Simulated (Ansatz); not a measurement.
# PPPAs tetrahedron (AsP3): trial inputs and their diagnosis

Aim: try 2 inputs for PPPAs tetrahedron (AsP3) as typed, read how each ends, and find what has to change.

Method: the settings change from run to run; program: Ansatz 0.2.0, Gaussian basis.

## 1. The relaxed structure

The geometry comes from an earlier relaxation with r2SCAN-D4/def2-SVP; it is a stationary point.

4 atoms, charge 0, spin multiplicity 1.

Atoms are counted from 1 here; the program's logs count them from 0.

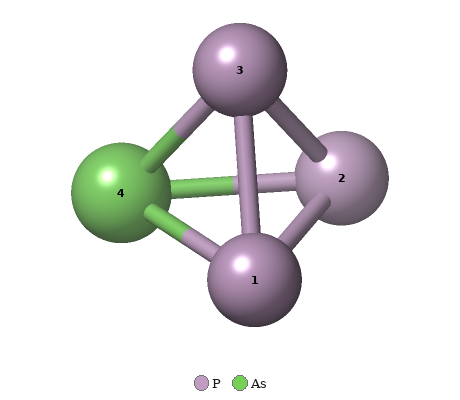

The structure; phosphorus pink, arsenic green; atoms are numbered from 1 in the order of the file.

As a file:

```
P    -0.42623   -0.22464    1.28064
P     0.10589   -1.20876   -0.63231
P     1.24636    0.56157    0.05780
As   -0.92602    0.87183   -0.70615
```

## 2. Attempt 1

File in.yaml:

```yaml
crystal:
  periodic: [false, false, false]
  atoms:
    - {symbol: P, position_ang: [-0.426226, -0.224638, 1.280641]}
    - {symbol: P, position_ang: [0.105888, -1.208764, -0.632305]}
    - {symbol: P, position_ang: [1.246364, 0.561569, 0.057799]}
    - {symbol: As, position_ang: [-0.926016, 0.871833, -0.706145]}
basis:
  gaussian: {orbitals: cc-pVDZ}
total_charge: -1
magnetization: {spin_polarized: true, initial_magnetization: 2}
hamiltonian: {xc: {name: B2PLYP}}
scf: {omitted_lower_state_checks: [starts]}
output: {forces: true}
```

Launch:

```
$ ansatz run in.yaml --threads 4 --pin off --events-out ev --progress --plain --max-ram 3916MiB
```

The program printed:

```text
Error: a molecule whose nuclei and cores have a total charge of 78 cannot have a net charge of -1 together with 2 unpaired electrons
```

Wall time 0.05 s (4 threads of Arm Neoverse V1, shared host).

What is wrong: Refused before any calculation. The number of unpaired electrons doesn't fit the electron count. To mend it, make charge and initial_magnetization agree: an even electron count takes an even number of unpaired electrons.

## 3. Attempt 2

File in.yaml:

```yaml
crystal:
  periodic: [false, false, false]
  atoms:
    - {symbol: P, position_ang: [-0.298358, -0.157247, 0.768385]}
    - {symbol: P, position_ang: [0.074122, -0.725258, -0.442614]}
    - {symbol: P, position_ang: [0.747818, 0.336941, 0.040459]}
    - {symbol: As, position_ang: [-0.555610, 0.610283, -0.494301]}
basis:
  gaussian: {orbitals: def2-SVPD}
hamiltonian: {xc: {name: PBE0}, dispersion: d3bjatm}
scf: {lower_state_search: light}
```

Same command.

The program printed:

```text
Functional definition: PBE0
  name "PBE0"
  cite "Adamo & Barone, J. Chem. Phys. 110, 6158 (1999) doi:10.1063/1.478522"
  cite "Perdew, Burke & Ernzerhof, Phys. Rev. Lett. 77, 3865 (1996) doi:10.1103/PhysRevLett.77.3865"
  parent pbe
  parameter a = 0.25
  parameter kappa = 0.804
  parameter beta = 0.06672455060314922
  exchange = (1 - a)*pbe_x(kappa = kappa, mu = beta*pi^2/3) + a*exact_x
  correlation = pbe_c(beta = beta)
1007 factors; integrals over basis functions are off by at most 2.9e-4 eV
mean field evaluation 1: about -88575.9552 eV, gradient 6.1e1 eV
mean field evaluation 2: about -88570.2872 eV, gradient 7.8e1 eV
mean field evaluation 4: about -88585.1126 eV, gradient 3.8e0 eV
mean field evaluation 8: about -88585.1613 eV, gradient 9.0e-2 eV
mean field -88585.16127269 eV, -3255.4446315926 hartree, gradient 4.9e-5 eV, S^2 0.000000; 0 other end points of the search recorded, 0 dependent functions left out
reference -88585.16129946 eV, -3255.4446325762 hartree; 39, 39 occupied and 71, 71 virtual orbitals, 1007 factors
Total energy: -88585.37080656 eV, -3255.4523318202 hartree
```

Wall time 1.4 s (4 threads of Arm Neoverse V1, shared host).

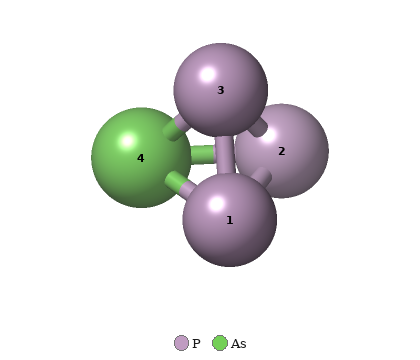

The geometry of this input.

**Diagnosis.** It ended without an error, which proves nothing about the input. The geometry is squeezed well below its size. The shortest distance is 1.35 Å (P2–P3), against 2.22 Å in the relaxed molecule. Its energy is no property of the relaxed molecule. Fix: use the relaxed coordinates.

## 4. How the tries ended

```
attempt           level      ended                                                            cause    time
      1  B2PLYP/cc-pVDZ    refused  the number of unpaired electrons doesn't fit the electron count  0.05 s
      2  PBE0/def2-SVPD  converged                     the geometry is squeezed well below its size   1.4 s
```

In words: 1 refused, 1 converged. A refusal costs next to no computing time. The dangerous case is the input that converges on a wrong geometry, charge, spin, basis or grid: often only a look at the input shows it.
